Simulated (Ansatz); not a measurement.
# GeH4OSi: small, medium and large basis sets

Aim: see how fast density functionals converge with the basis set for GeH4OSi.

Method: one geometry, several basis sets; program: Ansatz 0.2.0, Gaussian basis.

The runs, in order: PBE0-D4/def2-SVP; ωB97M-V/def2-SVP; PBE0-D4/def2-QZVPP; ωB97M-V/def2-QZVPP; the functionals' def2-TZVPP values are taken from earlier runs.

### 1 The relaxed structure

An earlier PBE0-D4 in a triple-zeta def2 set relaxation fixed the geometry.

7 atoms, charge 0, spin multiplicity 1.

Atoms are counted from 1 here; the program's logs count them from 0.

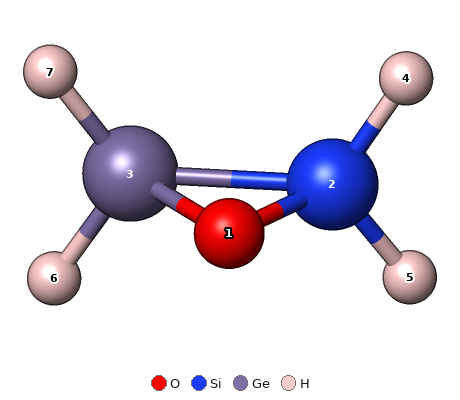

The structure; oxygen red, silicon blue, germanium purple, hydrogen pink; atoms are numbered from 1 in the order of the file.

### 2 PBE0-D4 in def2-SVP

Contents of in.yaml:

```yaml
crystal:
  periodic: [false, false, false]
  atoms:
    - {symbol: O, position_ang: [-0.786791, -0.552880, 0.729021]}
    - {symbol: Si, position_ang: [-0.645418, -0.260116, -0.889406]}
    - {symbol: Ge, position_ang: [0.858201, 0.377757, 0.666977]}
    - {symbol: H, position_ang: [-0.435159, -1.434450, -1.772127]}
    - {symbol: H, position_ang: [-1.621318, 0.681001, -1.493054]}
    - {symbol: H, position_ang: [0.729196, 1.659922, 1.501459]}
    - {symbol: H, position_ang: [1.962490, -0.539333, 1.211430]}
basis:
  gaussian: {orbitals: def2-SVP}
hamiltonian: {xc: pbe0, dispersion: d4}
output: {orbitals: {seedname: orbitals}}
```

Launch:

```console
> ansatz run in.yaml --threads 2 --pin off --events-out ev --progress --plain --max-ram 4352MiB
```

The runs that follow: ωB97M-V in def2-SVP; PBE0-D4 in def2-QZVPP; ωB97M-V in def2-QZVPP.

Before running them: what should the planned runs give, taken together? Wanted: PBE0-D4: double and triple zeta above quadruple; ωB97M-V: double and triple zeta above quadruple.

**Answer**, as computed:

| quantity | value |
| --- | --- |
| PBE0-D4: double and triple zeta above quadruple | 14.33, 1.63 eV |
| ωB97M-V: double and triple zeta above quadruple | 14.33, 1.57 eV |

In words: For PBE0-D4 the step from double to triple zeta gains 12.71 eV and the next only 1.63 eV. Total energies overstate the basis error of differences, where much of it tends to cancel.
